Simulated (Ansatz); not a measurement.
## CoPdO2: response to strain

The parent structure is CoPdO2 (space group R-3m, No. 166; a = 2.8625 Å, c = 17.8586 Å (hexagonal axes); not spin-polarised; relaxed with 0.1 eV smearing).

Strains are applied to the cell and any free atomic positions relax.

All numbers come from PBE in Ansatz (plane waves to 420 eV, PAW, no SOC), earlier PAW set.

Notes on the quantities. energy relative to the base: free energy F.

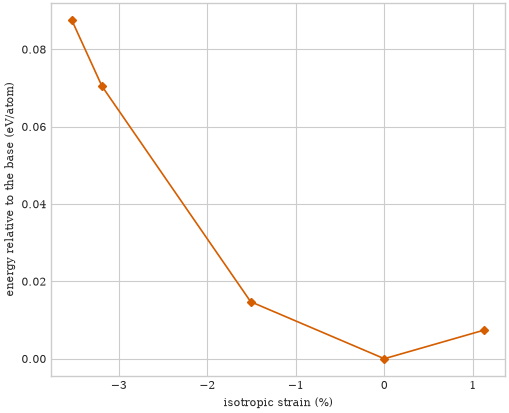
Fig. 1. Energy relative to the base against isotropic strain

### Question
From the plot, what is the energy relative to the base for isotropic strain −3.19 %?

### Answer
About 0.070 eV/atom.

### Question
Is the trend monotonic over the range shown?

### Answer
No, it turns within the range, spanning 0 meV/atom to +88 meV/atom.

Stability against distortions was not tested. Starting moments died away, wholly or in part, for the base; another magnetic solution may exist. No Hubbard U is applied and the magnetic state is the run's own (CoPdO2 not spin-polarised; CoPdO2 non-magnetic); other magnetic orders, which need larger cells, were not tried and can change the gap. All final runs are without spin polarisation. An odd electron count without spin: CoPdO2.

Ansatz is an electronic-structure program.
